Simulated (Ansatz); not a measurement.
System (SMILES): N#C[O], doublet.
Atoms: O1, C2, N3. Bonds: O1-C2, C2-N3.

Basis-set convergence of the lowest harmonic wavenumber at B3LYP with Ansatz (an electronic-structure program). Each level at its own minimum, finite differences of forces, unscaled; the reference is a large set that could be run, not a limit. Cartesian d functions, on some or all atoms, in 6-31+G*; all else is spherical. The program fits the integrals of some runs and decomposes those of others, by size. Open shells are unrestricted. No added dispersion term, no relativity. Reference: the value in cc-pVQZ, 511 cm⁻¹, itself unsure by roughly 1 cm⁻¹ (its mean distance from aug-pcseg-2, aug-cc-pVTZ, def2-TZVPPD). Deviations are taken from unrounded values.

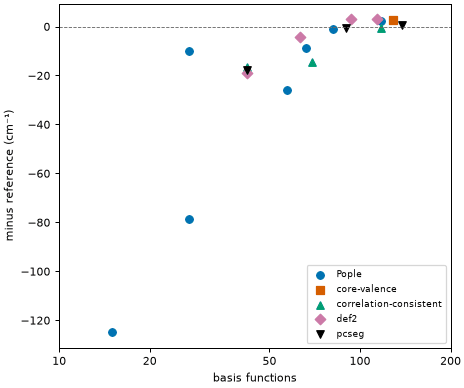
Figure: Deviation from the reference against the number of basis functions, by family of sets.

| basis | functions | lowest harmonic wavenumber (cm⁻¹) | minus reference (cm⁻¹) |
|---|---|---|---|
| STO-3G | 15 | 386 | -125 |
| 3-21G | 27 | 501 | -10 |
| 6-31G | 27 | 432 | -78 |
| cc-pVDZ | 42 | 494 | -16 |
| def2-SVP | 42 | 492 | -19 |
| pcseg-1 | 42 | 493 | -18 |
| 6-31+G* | 57 | 485 | -26 |
| def2-SVPD | 63 | 506 | -4 |
| 6-311+G** | 66 | 502 | -9 |
| aug-cc-pVDZ | 69 | 496 | -14 |
| 6-311++G(2d,2p) | 81 | 510 | -1 |
| pcseg-2 | 90 | 510 | -1 |
| def2-TZVPP | 93 | 513 | 3 |
| def2-TZVPPD | 114 | 514 | 3 |
| 6-311++G(3df,3pd) | 117 | 513 | 2 |
| jun-cc-pV(T+d)Z | 117 | 510 | -1 |
| cc-pCVTZ | 129 | 513 | 3 |
| aug-pcseg-2 | 138 | 511 | 0 |
